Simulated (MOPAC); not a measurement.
**Frequency calculation, with input and output: C2H6ClNSi (part 2 of 3)**

The same run, continued: C2H6ClNSi, SMILES CN(C)[Si]Cl; PM6-D3H4, closed shell, dispersion D3H4 (MOPAC 23.2.5). The geometry was optimised with PM6-D3H4.

Geometry of the input (Å):
```
C  -0.2206  1.2956  -0.6803
N  0.0124  -0.0463  -0.0803
C  0.0041  -0.0265  1.4079
Si 0.2635  -1.4631  -1.0044
Cl 0.5555  -3.1183  -2.0836
H  0.5826  2.0063  -0.3583
H  -0.2038  1.2132  -1.7994
H  -1.2185  1.6918  -0.3622
H  0.1860  -1.0634  1.7969
H  0.8117  0.6491  1.7887
H  -0.9887  0.3309  1.7827
```

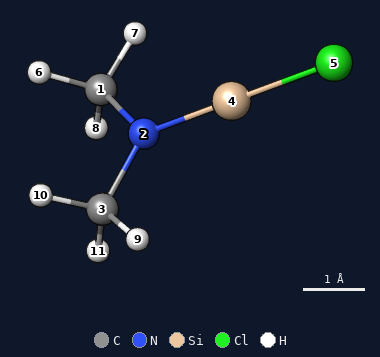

Figure 1. The structure (ball-and-stick view, seen at a tilt; atoms are numbered from 1 in the order of the input).

Log, continued
```
           1    0.0040    0.0000   -0.0070   -0.0236    0.0278    0.0001    0.0000    0.0005
           2   -0.0217   -0.0000   -0.0146   -0.0009    0.0045   -0.0240   -0.0000    0.0242
           3    0.0000   -0.0198   -0.0000   -0.0000   -0.0000    0.0000   -0.0264    0.0000
           4   -0.0024    0.0000    0.0153   -0.0148    0.0074   -0.0008   -0.0000   -0.0013
           5   -0.0016   -0.0000   -0.0231   -0.0098   -0.0111   -0.0005    0.0000    0.0020
           6   -0.0000   -0.0038    0.0000   -0.0000    0.0000   -0.0000   -0.0000   -0.0000
           7   -0.0184    0.0000    0.0162   -0.0100   -0.0150   -0.0220   -0.0000   -0.0225
           8    0.0121   -0.0000    0.0007   -0.0214   -0.0238    0.0095    0.0000    0.0089
           9   -0.0000   -0.0198    0.0000    0.0000    0.0000   -0.0000    0.0264   -0.0000
          10   -0.0002   -0.0000   -0.0030   -0.0004   -0.0011   -0.0002    0.0000    0.0002
          11   -0.0001   -0.0000    0.0045   -0.0002    0.0016   -0.0001   -0.0000   -0.0004
          12    0.0000    0.0001   -0.0000    0.0000   -0.0000    0.0000    0.0000    0.0000
          13    0.0000   -0.0000    0.0002   -0.0000    0.0000    0.0000    0.0000   -0.0000
          14    0.0000   -0.0000   -0.0003   -0.0000   -0.0001    0.0000    0.0000    0.0000
          15    0.0000    0.0000   -0.0000    0.0000    0.0000    0.0000    0.0000    0.0000
          16   -0.0542    0.0774   -0.0684    0.1402   -0.1455   -0.0432    0.0838    0.0435
          17    0.1529    0.1087    0.1360    0.0356   -0.0468    0.0390   -0.1133   -0.0378
          18    0.1115    0.0274    0.1050   -0.0402    0.0368   -0.1036    0.1765    0.1021
          19    0.0771   -0.0000    0.0909    0.1562   -0.1395    0.0880   -0.0000   -0.0887
          20   -0.0297    0.0001   -0.0343   -0.0593    0.0539    0.2209   -0.0000   -0.2228
          21    0.0000    0.2059    0.0000    0.0000   -0.0001   -0.0000   -0.0219    0.0001
          22   -0.0542   -0.0774   -0.0684    0.1402   -0.1455   -0.0432   -0.0839    0.0436
          23    0.1529   -0.1086    0.1360    0.0357   -0.0469    0.0391    0.1134   -0.0379
          24   -0.1116    0.0274   -0.1051    0.0402   -0.0369    0.1035    0.1764   -0.1021
          25    0.0028   -0.0000   -0.0039    0.0064    0.0048    0.2377    0.0000    0.2398
          26    0.0826    0.0001   -0.0971    0.1669    0.1495   -0.0051    0.0000   -0.0053
          27   -0.0000    0.2059    0.0000   -0.0000   -0.0000    0.0000    0.0219    0.0000
          28    0.1197   -0.1302   -0.0985    0.0875    0.0999    0.0191   -0.0716    0.0178
          29   -0.1096   -0.0288    0.1161    0.1152    0.1157   -0.0550    0.1214   -0.0548
          30   -0.1115    0.0274    0.1050    0.0402    0.0368    0.1036   -0.1765    0.1021
          31    0.1196    0.1302   -0.0985    0.0875    0.0999    0.0191    0.0717    0.0179
          32   -0.1095    0.0288    0.1160    0.1151    0.1157   -0.0550   -0.1215   -0.0549
          33    0.1116    0.0274   -0.1051   -0.0402   -0.0368   -0.1035   -0.1764   -0.1021

   Root No.      25        26        27

                 6 B1      8 B2      9 A1

                2641.3    2816.9    2817.6

           1    0.0000   -0.0096    0.0098
           2   -0.0000   -0.0001    0.0000
           3   -0.0263    0.0000    0.0000
           4    0.0000   -0.0035    0.0016
           5    0.0000   -0.0023   -0.0024
           6   -0.0024    0.0000    0.0000
           7    0.0000   -0.0038   -0.0038
           8   -0.0000   -0.0087   -0.0090
           9   -0.0263    0.0000   -0.0000
          10   -0.0000   -0.0001    0.0001
          11   -0.0000   -0.0001   -0.0001
          12   -0.0001   -0.0000   -0.0000
          13   -0.0000   -0.0000   -0.0000
          14   -0.0000   -0.0000    0.0000
          15   -0.0000   -0.0000   -0.0000
          16    0.0845    0.0512   -0.0520
          17   -0.1128   -0.0768    0.0769
          18    0.1760    0.1349   -0.1361
          19    0.0000    0.0503   -0.0485
          20   -0.0000    0.1534   -0.1517
          21   -0.0217   -0.0000    0.0001
          22   -0.0845    0.0513   -0.0520
          23    0.1129   -0.0769    0.0770
          24    0.1759   -0.1348    0.1360
          25    0.0000    0.1609    0.1586
          26   -0.0000   -0.0135   -0.0146
          27   -0.0217    0.0000    0.0000
          28    0.0709   -0.0507   -0.0505
          29   -0.1218    0.0771    0.0779
          30    0.1760   -0.1348   -0.1361
          31   -0.0709   -0.0508   -0.0506
          32    0.1219    0.0772    0.0780
          33    0.1759    0.1348    0.1360

           MASS-WEIGHTED COORDINATE ANALYSIS (NORMAL COORDINATES)

   Root No.       1         2         3         4         5         6         7         8

                 1 B2      1 B1      1 A2      2 B2      2 B1      1 A1      3 B1      2 A1

                  66.2      80.1     137.8     147.8     166.4     305.4     331.3     470.3

           1    0.1268    0.0000    0.0000   -0.3087   -0.0000    0.0619    0.0000    0.2424
           2   -0.3475   -0.0001   -0.0000    0.2121    0.0000   -0.4586   -0.0000    0.1914
           3    0.0003   -0.2087   -0.1108    0.0000    0.0696    0.0001   -0.1706    0.0001
           4    0.1456   -0.0000   -0.0000   -0.3659   -0.0000    0.0375   -0.0002    0.2324
           5    0.0964    0.0000   -0.0000   -0.2424    0.0000   -0.0566    0.0002   -0.3509
           6   -0.0000    0.0761    0.0000    0.0000    0.1246    0.0000    0.8193    0.0002
           7   -0.2705    0.0000   -0.0000    0.0748   -0.0000    0.3981    0.0001   -0.2708
           8    0.2523   -0.0001    0.0000   -0.3669    0.0000   -0.2359   -0.0000   -0.1485
           9   -0.0003   -0.2086    0.1108   -0.0000    0.0696    0.0002   -0.1706   -0.0000
          10    0.4800   -0.0002    0.0000    0.5286    0.0000   -0.0600    0.0000    0.2261
          11    0.3179    0.0002    0.0000    0.3501   -0.0001    0.0905   -0.0001   -0.3413
          12   -0.0000    0.7908    0.0000   -0.0000   -0.2266   -0.0000   -0.2372    0.0001
          13   -0.3991    0.0001   -0.0000   -0.0859   -0.0000   -0.3243   -0.0000   -0.2981
          14   -0.2643   -0.0001   -0.0000   -0.0569    0.0000    0.4896   -0.0000    0.4500
          15    0.0000   -0.4276   -0.0000   -0.0000    0.0213   -0.0002    0.0174   -0.0003
          16   -0.0065    0.0502    0.0270   -0.0493    0.0156   -0.0303    0.1644    0.1420
          17   -0.1326   -0.0786   -0.3447    0.0923   -0.3352   -0.1720    0.0465    0.1144
          18    0.0002   -0.1263   -0.2401    0.0004   -0.1772   -0.0006   -0.0938   -0.0007
          19    0.1224   -0.0000   -0.0001   -0.1636   -0.0001    0.1179    0.0000   -0.0815
          20   -0.1319    0.0000    0.0001    0.0923    0.0001   -0.1742   -0.0000    0.1160
          21    0.0002    0.0118    0.3651   -0.0000    0.4166    0.0001   -0.1761   -0.0000
          22   -0.0065   -0.0501   -0.0269   -0.0493   -0.0155   -0.0303   -0.1643    0.1420
          23   -0.1325    0.0786    0.3446    0.0923    0.3351   -0.1720   -0.0466    0.1144
          24   -0.0000   -0.1263   -0.2403   -0.0003   -0.1774    0.0007   -0.0938    0.0008
          25   -0.0737   -0.0000    0.0001    0.0212   -0.0001    0.1144    0.0000   -0.0750
          26    0.1642    0.0000   -0.0001   -0.1866    0.0001   -0.1766   -0.0001    0.1203
          27   -0.0002    0.0118   -0.3651    0.0000    0.4166    0.0001   -0.1761   -0.0001
          28   -0.1246    0.0529   -0.3069    0.0657    0.3025    0.1702   -0.1070   -0.1607
          29    0.0457   -0.0769    0.1593   -0.0814   -0.1451   -0.0392   -0.1332   -0.0862
          30   -0.0002   -0.1263    0.2401   -0.0004   -0.1772   -0.0006   -0.0938   -0.0008
          31   -0.1245   -0.0528    0.3068    0.0657   -0.3024    0.1702    0.1070   -0.1607
          32    0.0457    0.0768   -0.1592   -0.0814    0.1450   -0.0392    0.1331   -0.0862
          33    0.0000   -0.1263    0.2403    0.0003   -0.1774    0.0007   -0.0938    0.0008

   Root No.       9        10        11        12        13        14        15        16

                 3 A1      4 A1      3 B2      2 A2      4 B1      4 B2      5 A1      3 A2

                 809.5    1020.0    1034.4    1044.3    1094.5    1243.1    1311.6    1334.0

           1    0.3857    0.3497   -0.1397   -0.0001   -0.0000   -0.4511    0.2572   -0.0000
           2   -0.0251    0.2513    0.2876    0.0001    0.0001   -0.0592   -0.2401    0.0001
           3    0.0001   -0.0001   -0.0001    0.2996    0.2926   -0.0000    0.0002    0.1761
           4    0.1313   -0.1682    0.0730   -0.0000    0.0001    0.6146   -0.3750    0.0000
           5   -0.1982    0.2540    0.0484   -0.0000   -0.0001    0.4071    0.5661    0.0000
           6    0.0000   -0.0001   -0.0000   -0.0000   -0.3169    0.0000   -0.0002    0.0000
           7   -0.1274   -0.3678    0.2103    0.0000   -0.0000   -0.2305    0.1207    0.0000
           8   -0.3649   -0.2240   -0.2409   -0.0001    0.0001   -0.3923   -0.3305   -0.0001
           9   -0.0000    0.0001    0.0000   -0.2996    0.2925    0.0000    0.0001   -0.1761
          10   -0.3930    0.0686   -0.0036    0.0000   -0.0000    0.0129    0.0993   -0.0000
          11    0.5934   -0.1035   -0.0024    0.0000   -0.0000    0.0085   -0.1500   -0.0000
          12   -0.0002    0.0000    0.0000    0.0000    0.0021   -0.0000    0.0001   -0.0000
          13    0.1016   -0.0094   -0.0003    0.0000   -0.0001    0.0007   -0.0078   -0.0000
          14   -0.1534    0.0142   -0.0002    0.0000   -0.0000    0.0005    0.0119   -0.0000
          15    0.0002   -0.0000    0.0000    0.0000   -0.0001   -0.0000    0.0000   -0.0000
          16    0.1557   -0.1110   -0.2667    0.4215    0.3895    0.0136    0.0848   -0.1716
          17    0.0352   -0.0822   -0.1385    0.0007   -0.0107    0.0541    0.1689   -0.2620
          18   -0.0049    0.0028   -0.0028   -0.1313   -0.1323    0.0022    0.0841   -0.0730
          19   -0.0069    0.4620    0.4442    0.0000    0.0000   -0.1202   -0.2007    0.0001
          20    0.0325   -0.0928   -0.1261   -0.0000   -0.0000    0.0208    0.0595   -0.0001
          21   -0.0000    0.0001    0.0001   -0.1428   -0.1598   -0.0000   -0.0000   -0.5120
          22    0.1557   -0.1110   -0.2667   -0.4214   -0.3895    0.0136    0.0848    0.1717
          23    0.0352   -0.0822   -0.1385   -0.0008    0.0106    0.0541    0.1688    0.2620
          24    0.0049   -0.0029    0.0028   -0.1315   -0.1324   -0.0022   -0.0841   -0.0731
          25   -0.0273   -0.0948    0.0572   -0.0000    0.0000   -0.0277    0.0235   -0.0001
          26    0.0191   -0.4616    0.4582    0.0000   -0.0001   -0.1188    0.2080    0.0002
          27   -0.0000    0.0002   -0.0002    0.1428   -0.1598    0.0000   -0.0001    0.5120
          28   -0.0932    0.1190   -0.2316    0.1651   -0.1421    0.0551   -0.1886   -0.3082
          29   -0.1297    0.0702   -0.1916    0.3878   -0.3628   -0.0086   -0.0122   -0.0558
          30   -0.0049    0.0029    0.0028    0.1313   -0.1323   -0.0022    0.0840    0.0730
          31   -0.0932    0.1190   -0.2316   -0.1651    0.1422    0.0551   -0.1885    0.3082
          32   -0.1296    0.0701   -0.1916   -0.3877    0.3627   -0.0086   -0.0122    0.0559
          33    0.0049   -0.0028   -0.0028    0.1315   -0.1324    0.0022   -0.0841    0.0731

   Root No.      17        18        19        20        21        22        23        24

                 5 B2      5 B1      6 A1      6 B2      7 A1      7 B2      4 A2      8 A1

                1341.8    1342.7    1355.6    1404.4    1415.5    2636.6    2639.1    2639.3

           1    0.0324    0.0000   -0.0579   -0.2014    0.2362    0.0012    0.0000    0.0044
           2   -0.1765   -0.0000   -0.1212   -0.0077    0.0383   -0.1935   -0.0000    0.1948
           3    0.0001   -0.1666   -0.0000   -0.0001   -0.0000    0.0001   -0.1934    0.0000
           4   -0.0207    0.0000    0.1370   -0.1365    0.0677   -0.0068   -0.0000   -0.0115
           5   -0.0137   -0.0000   -0.2068   -0.0904   -0.1022   -0.0045    0.0000    0.0174
           6   -0.0000   -0.0342    0.0001   -0.0000    0.0000   -0.0000   -0.0000   -0.0000
           7   -0.1498    0.0001    0.1342   -0.0857   -0.1274   -0.1777   -0.0001   -0.1810
           8    0.0987   -0.0000    0.0060   -0.1824   -0.2025    0.0766    0.0001    0.0719
           9   -0.0001   -0.1666    0.0001    0.0001    0.0001   -0.0001    0.1934   -0.0001
          10   -0.0028   -0.0000   -0.0375   -0.0048   -0.0141   -0.0026    0.0000    0.0029
          11   -0.0018   -0.0000    0.0566   -0.0032    0.0213   -0.0017   -0.0000   -0.0044
          12    0.0000    0.0008   -0.0000    0.0000   -0.0000    0.0000    0.0000    0.0000
          13    0.0002   -0.0000    0.0028   -0.0004    0.0005    0.0000    0.0000   -0.0001
          14    0.0001   -0.0000   -0.0042   -0.0002   -0.0007    0.0000    0.0000    0.0002
          15    0.0000    0.0006   -0.0000    0.0000    0.0000    0.0000    0.0000    0.0000
          16   -0.1277    0.1884   -0.1644    0.3466   -0.3581   -0.1009    0.1781    0.1014
          17    0.3601    0.2647    0.3266    0.0881   -0.1152    0.0912   -0.2407   -0.0881
          18    0.2624    0.0667    0.2520   -0.0994    0.0906   -0.2419    0.3750    0.2379
          19    0.1816   -0.0001    0.2184    0.3860   -0.3433    0.2057   -0.0000   -0.2067
          20   -0.0699    0.0002   -0.0822   -0.1465    0.1326    0.5159   -0.0001   -0.5193
          21    0.0001    0.5017    0.0000    0.0001   -0.0001   -0.0001   -0.0464    0.0001
          22   -0.1276   -0.1884   -0.1643    0.3465   -0.3581   -0.1010   -0.1782    0.1016
          23    0.3599   -0.2646    0.3264    0.0882   -0.1153    0.0913    0.2409   -0.0882
          24   -0.2627    0.0668   -0.2523    0.0995   -0.0907    0.2419    0.3747   -0.2379
          25    0.0065   -0.0001   -0.0095    0.0157    0.0118    0.5553    0.0000    0.5588
          26    0.1945    0.0001   -0.2331    0.4126    0.3679   -0.0119    0.0000   -0.0123
          27   -0.0001    0.5017    0.0001   -0.0001   -0.0001    0.0001    0.0464    0.0001
          28    0.2817   -0.3172   -0.2366    0.2163    0.2458    0.0446   -0.1521    0.0415
          29   -0.2580   -0.0702    0.2788    0.2847    0.2848   -0.1284    0.2579   -0.1278
          30   -0.2624    0.0667    0.2521    0.0994    0.0906    0.2419   -0.3749    0.2380
          31    0.2816    0.3172   -0.2365    0.2164    0.2459    0.0447    0.1523    0.0416
          32   -0.2579    0.0703    0.2786    0.2846    0.2847   -0.1286   -0.2581   -0.1279
          33    0.2627    0.0668   -0.2523   -0.0995   -0.0907   -0.2419   -0.3747   -0.2379

   Root No.      25        26        27

                 6 B1      8 B2      9 A1

                2641.3    2816.9    2817.6

           1    0.0000   -0.0821    0.0838
           2   -0.0000   -0.0011    0.0001
           3   -0.1930    0.0001    0.0002
           4    0.0000   -0.0322    0.0150
           5    0.0000   -0.0213   -0.0226
           6   -0.0187    0.0000    0.0000
           7    0.0001   -0.0330   -0.0328
           8   -0.0001   -0.0752   -0.0771
           9   -0.1930    0.0001   -0.0001
          10   -0.0000   -0.0020    0.0009
          11   -0.0000   -0.0013   -0.0014
          12   -0.0006   -0.0000   -0.0000
          13   -0.0000   -0.0000   -0.0001
          14   -0.0000   -0.0000    0.0001
          15   -0.0000   -0.0001   -0.0000
          16    0.1798    0.1275   -0.1294
          17   -0.2400   -0.1912    0.1912
          18    0.3745    0.3357   -0.3384
          19    0.0000    0.1252   -0.1205
          20   -0.0000    0.3819   -0.3774
          21   -0.0462   -0.0001    0.0002
          22   -0.1799    0.1276   -0.1294
          23    0.2403   -0.1914    0.1915
          24    0.3743   -0.3355    0.3383
          25    0.0000    0.4005    0.3945
          26   -0.0000   -0.0337   -0.0362
          27   -0.0462    0.0001    0.0000
          28    0.1509   -0.1263   -0.1257
          29   -0.2592    0.1920    0.1937
          30    0.3745   -0.3357   -0.3384
          31   -0.1510   -0.1264   -0.1257
          32    0.2594    0.1922    0.1939
          33    0.3743    0.3356    0.3382

          DESCRIPTION OF VIBRATIONS

 VIBRATION          1    1B2          ATOM PAIR      ENERGY CONTRIBUTION    RADIAL
 FREQUENCY            66.16         N  2 -- C  3         +11.4% (555.2%)      0.2%
 TRANSITION DIPOLE   0.1403         C  1 -- N  2         +11.4% (555.2%)      0.2%
 TRAVEL (Ang.)       0.4339         C  3 -- Si 4         +10.5% (531.8%)      0.2%
 REDUCED MASS        5.4138         C  1 -- Si 4         +10.5% (531.8%)      0.2%
 EFFECTIVE MASS    341.6394
 FORCE CONSTANT      0.0140

 VIBRATION          2    1B1          ATOM PAIR      ENERGY CONTRIBUTION    RADIAL
 FREQUENCY            80.06         C  1 -- Si 4         +10.2% (256.0%)      0.0%
 TRANSITION DIPOLE   0.2424         C  3 -- Si 4         +10.2% (256.0%)      0.0%
 TRAVEL (Ang.)       0.2625         C  1 -- N  2          +9.8% (250.4%)      0.0%
 REDUCED MASS       12.2197         N  2 -- C  3          +9.8% (250.3%)      0.0%
 EFFECTIVE MASS    102.9301
 FORCE CONSTANT      0.0461

 VIBRATION          3    1A2          ATOM PAIR      ENERGY CONTRIBUTION    RADIAL
 FREQUENCY           137.79         C  1 -- H  8         +16.4% (307.3%)      3.0%
 TRANSITION DIPOLE   0.0000         C  3 -- H 11         +16.4% (307.3%)      2.9%
 TRAVEL (Ang.)       0.0000         C  1 -- H  6         +16.4% (307.3%)      2.9%
 REDUCED MASS        0.1660         C  3 -- H 10         +16.4% (307.3%)      3.0%
 EFFECTIVE MASS      7.6322         C  1 -- H  7         +15.4% (297.8%)      0.0%
 FORCE CONSTANT      0.0019         C  3 -- H  9         +15.4% (297.8%)      0.0%

 VIBRATION          4    2B2          ATOM PAIR      ENERGY CONTRIBUTION    RADIAL
 FREQUENCY           147.77         C  1 -- N  2         +12.3% (300.3%)      1.6%
 TRANSITION DIPOLE   0.0562         N  2 -- C  3         +12.3% (300.3%)      1.6%
 TRAVEL (Ang.)       0.2871         N  2 -- Si 4         +10.8% (281.7%)      0.0%
 REDUCED MASS        5.5367         C  1 -- Si 4          +9.0% (256.5%)     59.1%
 EFFECTIVE MASS     74.6330
 FORCE CONSTANT      0.0712
```
